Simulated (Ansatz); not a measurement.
# Cl3FH2O2W: single points with varied inputs

How do the results and run time of Cl3FH2O2W respond when the settings are drawn wide?

The runs use Ansatz 0.2.0, Gaussian basis; the settings change from run to run.

**1. The molecule**

The structure was relaxed beforehand with PBE0-D4 in a triple-zeta def2 set. W takes a core potential in def2 sets; no spin-orbit term is included.

SMILES `[OH][W]([OH])([F])([Cl])([Cl])[Cl]`, 9 atoms, charge 0, spin multiplicity 1.

Atoms are counted from 1 here; the program's logs count them from 0.

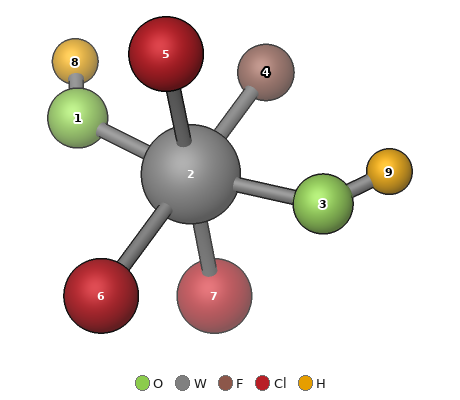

The structure; oxygen green, tungsten grey, fluorine brown, chlorine red, hydrogen amber; atoms are numbered from 1 in the order of the file.

Geometry (Å):

```mol
Cl3FH2O2W
  3D, bonds by distance, orders not assigned

  9  8  0  0  0  0  0  0  0  0999 V2000
   -1.6788   -0.7193    0.1629 O   0  0
   -0.0466    0.1508    0.1866 W   0  0
    1.6796    0.7179   -0.1600 O   0  0
    0.3329   -1.0551   -1.2328 F   0  0
   -0.8566    1.7029   -1.3296 Cl  0  0
   -0.5003    1.5921    1.8824 Cl  0  0
    0.7567   -1.3808    1.7237 Cl  0  0
   -1.9931   -1.4242   -0.4099 H   0  0
    2.3062    0.4157   -0.8233 H   0  0
  1  2  8  0
  2  3  8  0
  2  4  8  0
  2  5  8  0
  2  6  8  0
  2  7  8  0
  1  8  8  0
  3  9  8  0
M  END
```

**2. B2GP-PLYP/def2-SVPD**

in.yaml

```yaml
crystal:
  periodic: [false, false, false]
  atoms:
    - {symbol: O, position_ang: [-1.678766, -0.719263, 0.162934]}
    - {symbol: W, position_ang: [-0.046595, 0.150822, 0.186605]}
    - {symbol: O, position_ang: [1.679621, 0.717927, -0.160022]}
    - {symbol: F, position_ang: [0.332925, -1.055144, -1.232849]}
    - {symbol: Cl, position_ang: [-0.856572, 1.702926, -1.329635]}
    - {symbol: Cl, position_ang: [-0.500331, 1.592054, 1.882420]}
    - {symbol: Cl, position_ang: [0.756667, -1.380840, 1.723708]}
    - {symbol: H, position_ang: [-1.993142, -1.424168, -0.409876]}
    - {symbol: H, position_ang: [2.306174, 0.415687, -0.823286]}
basis:
  gaussian: {orbitals: def2-SVPD}
hamiltonian: {xc: {name: B2GP-PLYP}}
output: {forces: true}
```

Command:

```sh
$ ansatz run in.yaml --threads 4 --pin off --events-out ev --progress --plain --max-ram 11315MiB
```

Output, cut to the lines that bear on the results:

```text
Functional definition: B2GP-PLYP
  name "B2GP-PLYP"
  cite "Karton, Tarnopolsky, Lamère, Schatz & Martin, J. Phys. Chem. A 112, 12868 (2008) doi:10.1021/jp801805p"
  cite "Becke, Phys. Rev. A 38, 3098 (1988) doi:10.1103/PhysRevA.38.3098"
  cite "Lee, Yang & Parr, Phys. Rev. B 37, 785 (1988) doi:10.1103/PhysRevB.37.785"
[...]
1876 factors; integrals over basis functions are off by at most 8.8e-4 eV
[...]
mean field -46182.91723788 eV, -1697.1909045866 hartree, gradient 3.8e-6 eV, S^2 0.000000; 0 other end points of the search recorded, 0 dependent functions left out
18 core orbitals not correlated: weight in the atoms' cores, before any rotation towards them, 1.000 or more for the frozen orbitals, at most 0.000 for the correlated occupied ones
reference -46182.91738085 eV, -1697.1909098404 hartree; 28, 28 occupied and 155, 155 virtual orbitals, 1876 factors
second order -46.72616481 eV of doubles, -0.00000000 eV of singles
[...]
Total energy: -46199.73880018 eV, -1697.8090855989 hartree
Atom 0 at    -1.678766    -0.719263     0.162934 Å, force    -0.467929    -0.215933     0.025447 eV/Å
Atom 1 at    -0.046595     0.150822     0.186605 Å, force    -0.105777     0.339051     0.411365 eV/Å
Atom 2 at     1.679621     0.717927    -0.160022 Å, force     0.476127     0.187714    -0.065462 eV/Å
Atom 3 at     0.332925    -1.055144    -1.232849 Å, force     0.148925    -0.472915    -0.558396 eV/Å
Atom 4 at    -0.856572     1.702926    -1.329635 Å, force    -0.215007     0.405194    -0.432225 eV/Å
Atom 5 at    -0.500331     1.592054     1.882420 Å, force    -0.123885     0.393773     0.463874 eV/Å
Atom 6 at     0.756667    -1.380840     1.723708 Å, force     0.224170    -0.434053     0.398880 eV/Å
Atom 7 at    -1.993142    -1.424168    -0.409876 Å, force    -0.153838    -0.180845    -0.103930 eV/Å
Atom 8 at     2.306174     0.415687    -0.823286 Å, force     0.217215    -0.021985    -0.139553 eV/Å
Dipole moment:     0.059115    -0.189286    -0.228074 e Å
```

Wall time 28 s (4 threads of Arm Neoverse V2, shared host); peak memory 0.82 GiB.

Largest force 0.747 eV/Å, dipole 1.45 D.

**3. r2SCAN50/def2-mTZVPP**

Changes to in.yaml since step 2:

```diff
@@ -13,4 +13,3 @@
 basis:
-  gaussian: {orbitals: def2-SVPD}
-hamiltonian: {xc: {name: B2GP-PLYP}}
-output: {forces: true}
+  gaussian: {orbitals: def2-mTZVPP}
+hamiltonian: {xc: {name: r2SCAN50}}
```

Same command.

Output, cut to the lines that bear on the results:

```text
Functional definition: r2SCAN50
  name "r2SCAN50"
  cite "Bursch, Neugebauer, Ehlert & Grimme, J. Chem. Phys. 156, 134105 (2022) doi:10.1063/5.0086040"
  cite "Furness, Kaplan, Ning, Perdew & Sun, J. Phys. Chem. Lett. 11, 8208 (2020) doi:10.1021/acs.jpclett.0c02405"
  cite "Furness, Kaplan, Ning, Perdew & Sun, J. Phys. Chem. Lett. 11, 9248 (2020) doi:10.1021/acs.jpclett.0c03077"
  parent r2scan
[...]
1973 factors; their error is unknown
[...]
mean field -46235.69377885 eV, -1699.1304066938 hartree, gradient 2.8e-5 eV, S^2 0.000000; 0 other end points of the search recorded, 0 dependent functions left out
reference -46235.69378498 eV, -1699.1304069191 hartree; 46, 46 occupied and 153, 153 virtual orbitals, 1973 factors
Total energy: -46235.69378498 eV, -1699.1304069191 hartree
```

Run time: 11 s. Hardware: 4 threads of Arm Neoverse V2, shared host; peak memory 0.71 GiB.

**4. wB97/def2-TZVPP**

Options: atoms shaken by 0.03 Å.

in.yaml

```yaml
crystal:
  periodic: [false, false, false]
  atoms:
    - {symbol: O, position_ang: [-1.686659, -0.726353, 0.176135]}
    - {symbol: W, position_ang: [-0.069753, 0.136266, 0.169608]}
    - {symbol: O, position_ang: [1.677068, 0.751641, -0.217341]}
    - {symbol: F, position_ang: [0.348327, -1.054923, -1.218779]}
    - {symbol: Cl, position_ang: [-0.833109, 1.709077, -1.293005]}
    - {symbol: Cl, position_ang: [-0.426165, 1.548848, 1.872011]}
    - {symbol: Cl, position_ang: [0.747131, -1.457926, 1.727198]}
    - {symbol: H, position_ang: [-2.024263, -1.474259, -0.443208]}
    - {symbol: H, position_ang: [2.293012, 0.452889, -0.780378]}
basis:
  gaussian: {orbitals: def2-TZVPP}
hamiltonian: {xc: {name: wB97}}
```

Launched as before.

Output, cut to the lines that bear on the results:

```text
Functional definition: wB97
  name "wB97"
  cite "Chai & Head-Gordon, J. Chem. Phys. 128, 084106 (2008) doi:10.1063/1.2834918"
  cite "Becke, J. Chem. Phys. 107, 8554 (1997) doi:10.1063/1.475007"
[...]
  # The coefficients of nought are those of the uniform gas.
[...]
      + integral(e_c_pw_opposite_spin*poly(b97_u_opposite, 1, cos1, cos2, cos3, cos4))
1793 factors; their error is unknown
426 factors; integrals over basis functions are off by at most 2.3e-5 eV
[...]
mean field -46246.58080100 eV, -1699.5304973783 hartree, gradient 9.0e-5 eV, S^2 0.000000; 0 other end points of the search recorded, 0 dependent functions left out
reference -46246.58079024 eV, -1699.5304969831 hartree; 46, 46 occupied and 257, 257 virtual orbitals, 1793 factors
Total energy: -46246.58079024 eV, -1699.5304969831 hartree
```

Run time: 14 s. Hardware: 4 threads of Arm Neoverse V2, shared host; peak memory 0.89 GiB.

**5. r2SCANh/ANO-RCC-VTZP**

Set apart from the defaults: unrestricted orbitals.

in.yaml

```yaml
crystal:
  periodic: [false, false, false]
  atoms:
    - {symbol: O, position_ang: [-1.678766, -0.719263, 0.162934]}
    - {symbol: W, position_ang: [-0.046595, 0.150822, 0.186605]}
    - {symbol: O, position_ang: [1.679621, 0.717927, -0.160022]}
    - {symbol: F, position_ang: [0.332925, -1.055144, -1.232849]}
    - {symbol: Cl, position_ang: [-0.856572, 1.702926, -1.329635]}
    - {symbol: Cl, position_ang: [-0.500331, 1.592054, 1.882420]}
    - {symbol: Cl, position_ang: [0.756667, -1.380840, 1.723708]}
    - {symbol: H, position_ang: [-1.993142, -1.424168, -0.409876]}
    - {symbol: H, position_ang: [2.306174, 0.415687, -0.823286]}
basis:
  gaussian: {orbitals: ANO-RCC-VTZP}
magnetization: {spin_polarized: true, initial_magnetization: 0}
hamiltonian: {xc: {name: r2SCANh}}
output: {forces: true}
```

The command is unchanged.

Output, cut to the lines that bear on the results:

```text
Functional definition: r2SCANh
  name "r2SCANh"
  cite "Bursch, Neugebauer, Ehlert & Grimme, J. Chem. Phys. 156, 134105 (2022) doi:10.1063/5.0086040"
  cite "Furness, Kaplan, Ning, Perdew & Sun, J. Phys. Chem. Lett. 11, 8208 (2020) doi:10.1021/acs.jpclett.0c02405"
  cite "Furness, Kaplan, Ning, Perdew & Sun, J. Phys. Chem. Lett. 11, 9248 (2020) doi:10.1021/acs.jpclett.0c03077"
  parent r2scan
[...]
2902 factors; their error is unknown
[...]
mean field -483879.28047837 eV, -17782.2355724237 hartree, gradient 3.1e-5 eV, S^2 0.000000; 0 other end points of the search recorded, 0 dependent functions left out
[...]
reference -483879.28051292 eV, -17782.2355736935 hartree; 76, 76 occupied and 248, 248 virtual orbitals, 2902 factors
Total energy: -483879.28051292 eV, -17782.2355736935 hartree
Relativity: scalar
Atom 0 at    -1.678766    -0.719263     0.162934 Å, force     0.069009    -0.008055    -0.045659 eV/Å
Atom 1 at    -0.046595     0.150822     0.186605 Å, force     0.022976    -0.073933    -0.087504 eV/Å
Atom 2 at     1.679621     0.717927    -0.160022 Å, force    -0.048242    -0.058568    -0.034492 eV/Å
Atom 3 at     0.332925    -1.055144    -1.232849 Å, force    -0.036441     0.116390     0.136166 eV/Å
Atom 4 at    -0.856572     1.702926    -1.329635 Å, force     0.021024    -0.043527     0.025530 eV/Å
Atom 5 at    -0.500331     1.592054     1.882420 Å, force     0.013698    -0.043511    -0.051475 eV/Å
Atom 6 at     0.756667    -1.380840     1.723708 Å, force    -0.016404     0.028165    -0.045935 eV/Å
Atom 7 at    -1.993142    -1.424168    -0.409876 Å, force     0.074493     0.078852     0.043268 eV/Å
Atom 8 at     2.306174     0.415687    -0.823286 Å, force    -0.100113     0.004187     0.060102 eV/Å
Dipole moment:     0.056737    -0.181734    -0.219195 e Å
```

Run time: 2.1 min. Hardware: 4 threads of Arm Neoverse V2, shared host; peak memory 3.5 GiB.

Largest force 0.183 eV/Å, dipole 1.39 D, ⟨S²⟩ 0.000.

**6. B97M-V/def2-mTZVPP**

Changes to in.yaml since step 5:

```diff
@@ -13,5 +13,4 @@
 basis:
-  gaussian: {orbitals: ANO-RCC-VTZP}
-magnetization: {spin_polarized: true, initial_magnetization: 0}
-hamiltonian: {xc: {name: r2SCANh}}
+  gaussian: {orbitals: def2-mTZVPP}
+hamiltonian: {xc: {name: B97M-V}}
 output: {forces: true}
```

Same command.

Output, cut to the lines that bear on the results:

```text
Functional definition: B97M-V
  name "B97M-V"
  cite "Mardirossian & Head-Gordon, J. Chem. Phys. 142, 074111 (2015) doi:10.1063/1.4907719"
  cite "Becke, J. Chem. Phys. 107, 8554 (1997) doi:10.1063/1.475007"
  cite "Vydrov & Van Voorhis, J. Chem. Phys. 133, 244103 (2010) doi:10.1063/1.3521275"
  # Of w^i u^j: cxij and so on, Table III.
[...]
  gx(w, u) = cx00 + cx01*u + cx02*u^2 + (cx10 + cx11*u)*w
  gss(w, u) = css00 + css02*u^2 + css10*w + (css32*w^3 + css42*w^4)*u^2
  gos(w, u) = cos00 + cos01*u + cos03*u^3 + cos10*w + cos32*w^3*u^2
[...]
      + integral(e_c_pw_mod_opposite_spin*gos(b97_w_opposite, b97_u_opposite)) + vv10(b, c)
1698 factors; their error is unknown
[...]
mean field -46235.44462286 eV, -1699.1212503800 hartree, gradient 6.4e-5 eV, S^2 0.000000; 0 other end points of the search recorded, 0 dependent functions left out
[...]
Total energy: -46235.44467836 eV, -1699.1212524199 hartree
Atom 0 at    -1.678766    -0.719263     0.162934 Å, force    -0.645280    -0.375529    -0.040402 eV/Å
Atom 1 at    -0.046595     0.150822     0.186605 Å, force     0.001360    -0.004866    -0.005170 eV/Å
Atom 2 at     1.679621     0.717927    -0.160022 Å, force     0.700189     0.199916    -0.169895 eV/Å
Atom 3 at     0.332925    -1.055144    -1.232849 Å, force     0.085341    -0.270588    -0.319252 eV/Å
Atom 4 at    -0.856572     1.702926    -1.329635 Å, force    -0.197914     0.372550    -0.399719 eV/Å
Atom 5 at    -0.500331     1.592054     1.882420 Å, force    -0.145414     0.461977     0.543600 eV/Å
Atom 6 at     0.756667    -1.380840     1.723708 Å, force     0.207663    -0.402441     0.367896 eV/Å
Atom 7 at    -1.993142    -1.424168    -0.409876 Å, force     0.051717     0.032864     0.006189 eV/Å
Atom 8 at     2.306174     0.415687    -0.823286 Å, force    -0.057662    -0.013884     0.016753 eV/Å
Dipole moment:     0.062001    -0.198467    -0.238920 e Å
```

It took 19 s on 4 threads of Arm Neoverse V2, shared host.

Largest force 0.748 eV/Å, dipole 1.52 D.

**7. revPBE/def2-mTZVPP**

This run has unrestricted orbitals, D3(BJ) with three-body dispersion, high accuracy.

Changes to in.yaml since step 6:

```diff
@@ -14,3 +14,4 @@
   gaussian: {orbitals: def2-mTZVPP}
-hamiltonian: {xc: {name: B97M-V}}
-output: {forces: true}
+magnetization: {spin_polarized: true, initial_magnetization: 0}
+hamiltonian: {xc: {name: revPBE}, dispersion: d3bjatm}
+accuracy: high
```

Launched as before.

Output:

```text
Functional definition: revPBE
  name "revPBE"
  cite "Zhang & Yang, Phys. Rev. Lett. 80, 890 (1998) doi:10.1103/PhysRevLett.80.890"
  cite "Perdew, Burke & Ernzerhof, Phys. Rev. Lett. 77, 3865 (1996) doi:10.1103/PhysRevLett.77.3865"
  parameter kappa = 1.245
  parameter beta = 0.06672455060314922
  exchange = pbe_x(kappa = kappa, mu = beta*pi^2/3)
  correlation = pbe_c(beta = beta)
3870 factors; integrals over basis functions are off by at most 2.2e-8 eV
mean field evaluation 1: about -46224.2707 eV, gradient 6.9e1 eV
mean field evaluation 2: about -45966.2419 eV, gradient 2.3e2 eV
mean field evaluation 4: about -46232.6596 eV, gradient 4.2e1 eV
mean field evaluation 8: about -46240.0555 eV, gradient 5.1e-1 eV
mean field evaluation 16: about -46240.0528 eV, gradient 4.3e-3 eV
mean field evaluation 32: about -46240.0528 eV, gradient 3.4e-8 eV
mean field -46240.05276678 eV, -1699.2905965459 hartree, gradient 3.4e-8 eV, S^2 0.000000; 0 other end points of the search recorded, 0 dependent functions left out
reference -46240.05277168 eV, -1699.2905967257 hartree; 46, 46 occupied and 153, 153 virtual orbitals, 3870 factors
Total energy: -46240.82150492 eV, -1699.3188471514 hartree
```

It took 22 s on 4 threads of Arm Neoverse V2, shared host; peak memory 1.2 GiB.

⟨S²⟩ 0.000.

**8. B3LYP5/def2-SVP**

Set apart from the defaults: charge -1, multiplicity 2, high accuracy, the search for lower states set to full.

Changes to in.yaml since step 7:

```diff
@@ -13,5 +13,7 @@
 basis:
-  gaussian: {orbitals: def2-mTZVPP}
-magnetization: {spin_polarized: true, initial_magnetization: 0}
-hamiltonian: {xc: {name: revPBE}, dispersion: d3bjatm}
+  gaussian: {orbitals: def2-SVP}
+total_charge: -1
+magnetization: {spin_polarized: true, initial_magnetization: 1}
+hamiltonian: {xc: {name: B3LYP5}}
 accuracy: high
+scf: {lower_state_search: full}
```

Launched as before.

Output, cut to the lines that bear on the results:

```text
Functional definition: B3LYP5
  name "B3LYP5"
  cite "Stephens, Devlin, Chabalowski & Frisch, J. Phys. Chem. 98, 11623 (1994) doi:10.1021/j100096a001"
  cite "Becke, Phys. Rev. A 38, 3098 (1988) doi:10.1103/PhysRevA.38.3098"
  cite "Lee, Yang & Parr, Phys. Rev. B 37, 785 (1988) doi:10.1103/PhysRevB.37.785"
  cite "Vosko, Wilk & Nusair, Can. J. Phys. 58, 1200 (1980) doi:10.1139/p80-159"
[...]
3015 factors; integrals over basis functions are off by at most 5.7e-8 eV
[...]
mean field -46221.09282354 eV, -1698.5938314829 hartree, gradient 9.5e-8 eV, S^2 0.752777; 11 other end points of the search recorded, 0 dependent functions left out
reference -46221.09286861 eV, -1698.5938331394 hartree; 47, 46 occupied and 91, 92 virtual orbitals, 3015 factors
Total energy: -46221.09286861 eV, -1698.5938331394 hartree
```

Wall time 1.7 min (4 threads of Arm Neoverse V2, shared host); peak memory 1.3 GiB.

⟨S²⟩ 0.753.

**9. rPW86-PBE/x2c-TZVPPall**

Set apart from the defaults: unrestricted orbitals, atoms shaken by 0.03 Å, D3(BJ) with three-body dispersion, the search for lower states set to light.

in.yaml

```yaml
crystal:
  periodic: [false, false, false]
  atoms:
    - {symbol: O, position_ang: [-1.672540, -0.733027, 0.142270]}
    - {symbol: W, position_ang: [-0.084571, 0.149145, 0.197052]}
    - {symbol: O, position_ang: [1.679296, 0.733839, -0.162186]}
    - {symbol: F, position_ang: [0.350870, -1.046854, -1.234191]}
    - {symbol: Cl, position_ang: [-0.849747, 1.668254, -1.373102]}
    - {symbol: Cl, position_ang: [-0.518390, 1.571500, 1.845430]}
    - {symbol: Cl, position_ang: [0.780043, -1.356902, 1.721411]}
    - {symbol: H, position_ang: [-1.983867, -1.430109, -0.420782]}
    - {symbol: H, position_ang: [2.335213, 0.423752, -0.797674]}
basis:
  gaussian: {orbitals: x2c-TZVPPall}
magnetization: {spin_polarized: true, initial_magnetization: 0}
hamiltonian: {xc: {name: rPW86-PBE}, dispersion: d3bjatm}
scf: {lower_state_search: light}
```

The command is unchanged.

Output:

```text
Functional definition: rPW86-PBE
  name "rPW86-PBE"
  cite "Murray, Lee & Langreth, J. Chem. Theory Comput. 5, 2754 (2009) doi:10.1021/ct900365q"
  cite "Perdew, Burke & Ernzerhof, Phys. Rev. Lett. 77, 3865 (1996) doi:10.1103/PhysRevLett.77.3865"
  parent pbe
  exchange = rpw86_x
  correlation = pbe_c
2258 factors; their error is unknown
mean field evaluation 1: about -483995.5695 eV, gradient 8.6e1 eV
mean field evaluation 2: about -483632.1391 eV, gradient 3.0e2 eV
mean field evaluation 4: about -484007.2846 eV, gradient 5.2e1 eV
mean field evaluation 8: about -484016.7698 eV, gradient 1.3e0 eV
mean field evaluation 16: about -484016.7645 eV, gradient 5.2e-3 eV
mean field -484016.76450255 eV, -17787.2880171224 hartree, gradient 4.5e-5 eV, S^2 0.000000; 0 other end points of the search recorded, 0 dependent functions left out
reference -484016.76466503 eV, -17787.2880230934 hartree; 76, 76 occupied and 268, 268 virtual orbitals, 2258 factors
Total energy: -484017.11507441 eV, -17787.3009004005 hartree
Relativity: scalar
```

Run time: 43 s. Hardware: 4 threads of Arm Neoverse V2, shared host; peak memory 1.2 GiB.

⟨S²⟩ 0.000.

**10. The runs in one table**

| level | charge | multiplicity | geometry | functions | energy (eV) | time |
| --- | --- | --- | --- | --- | --- | --- |
| B2GP-PLYP/def2-SVPD | 0 | 1 | relaxed | 201 | -46199.739 | 28 s |
| r2SCAN50/def2-mTZVPP | 0 | 1 | relaxed | 199 | -46235.694 | 11 s |
| wB97/def2-TZVPP | 0 | 1 | shaken | 303 | -46246.581 | 14 s |
| r2SCANh/ANO-RCC-VTZP | 0 | 1 | relaxed | 324 | -483879.281 | 2.1 min |
| B97M-V/def2-mTZVPP | 0 | 1 | relaxed | 199 | -46235.445 | 19 s |
| revPBE/def2-mTZVPP | 0 | 1 | relaxed | 199 | -46240.822 | 22 s |
| B3LYP5/def2-SVP | -1 | 2 | relaxed | 138 | -46221.093 | 1.7 min |
| rPW86-PBE/x2c-TZVPPall | 0 | 1 | shaken | 344 | -484017.115 | 43 s |

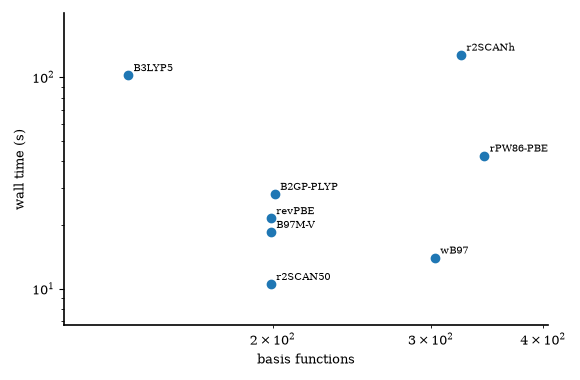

Wall time against the number of basis functions (shared host).

**11. Results**

| quantity | value |
| --- | --- |
| runs | 8 |
| quickest | r2SCAN50/def2-mTZVPP, 11 s |
| slowest | r2SCANh/ANO-RCC-VTZP, 2.1 min |
| spread of total energies, same state and geometry | 437679.5 eV |
| dipole, same state and geometry | 1.39 to 1.52 D |

What this shows: Run time spans a factor of 12, from r2SCAN50/def2-mTZVPP to r2SCANh/ANO-RCC-VTZP. The jobs differ in tasks and options as well as level. The totals spread over 437680 eV; they can't be compared across methods or bases. Some of these runs are scalar-relativistic and others not, which shifts the totals of all-electron atoms past neon by several eV an atom and more; core potentials, where a basis has them, take the core out of the total altogether. At the PBE0-D4/def2-TZVP geometry and in the same state, the sound runs without point charges leave forces up to 0.75 eV/Å (B97M-V/def2-mTZVPP). At that geometry and state the dipole changes by 9 % between the lowest and highest value.
